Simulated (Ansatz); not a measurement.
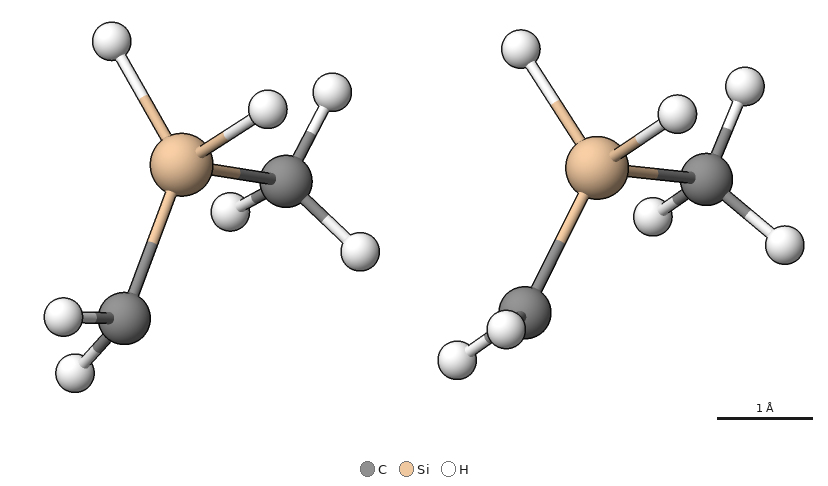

Two geometries of C2H7Si (charge −1), drawn at one scale. One is the start of a relaxation, the other its converged end. Style: ball-and-stick. Shown from a free direction.

All numbers below come from Ansatz 0.2.0, RKS PBE0-D4/def2-TZVPD. Set-up: force threshold 0.005 eV/Å; at most 200 steps.

### Which one is relaxed?

The right one is the relaxed one. Over 7 accepted moves (9 points after the start) the energy falls by 0.077 eV. Largest force component: 0.57 eV/Å at the start, 0.0038 eV/Å at the end. The line search rejected the trial steps at points 3, 7 of the run. The atom that moves furthest after the best rigid fit is an H atom (0.37 Å). By element the largest moves are H 0.37 Å, C 0.17 Å, Si 0.06 Å. Among the contacts that change: C–Si 1.799 → 1.771 Å, C–H 1.100 → 1.092 Å, H–Si 1.507 → 1.515 Å, H–Si 1.541 → 1.546 Å. Among the angles between lasting bonds that change: C–Si–H 131.9° → 123.3°, Si–C–H 115.5° → 120.7°, H–C–H 108.0° → 113.1°. Groups turn about C–Si by about 25°.
